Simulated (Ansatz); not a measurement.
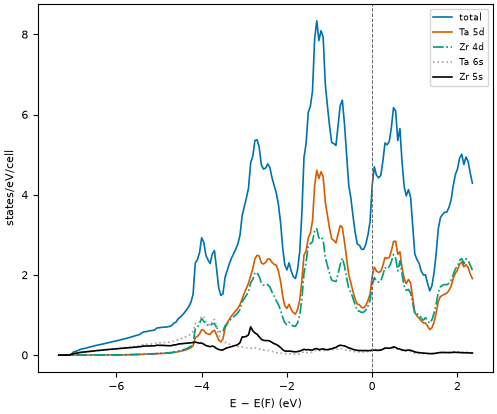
Figure: Total and projected density of states of ZrTa in space group Pmma (No. 51; Ta on 2e, Zr on 2f), r²SCAN in the plane-wave PAW code Ansatz

### Question
Which orbitals carry the states next to the Fermi level?

### Answer
Within 0.5 eV of the Fermi level: Ta 5d 46 %, Zr 4d 41 %, outside the projected shells 6 %. Projections are on Löwdin-orthogonalised atomic valence shells; empty p or d shells of many metals are not among them.

### Question
Where is the tallest occupied peak in this window, and what makes it?

### Answer
Near -1.3 eV, about 8.3 states/eV per cell; the largest projected share is Ta 5d.

The start of the workflow was typed in or built on a structure type; neither database checked (COD, Materials Project) lists it. Its standing as an ambient phase is unchecked. The r²SCAN relaxation kept the symmetry of its start; whether a distortion lowers the energy is not shown. No spin polarisation was allowed. Its formation energy is positive at this level, so the cell may be metastable or incomplete. Scalar-relativistic: spin–orbit coupling is off unless named, which matters more the heavier the elements.

Potentials: the later of the program's two PAW sets.
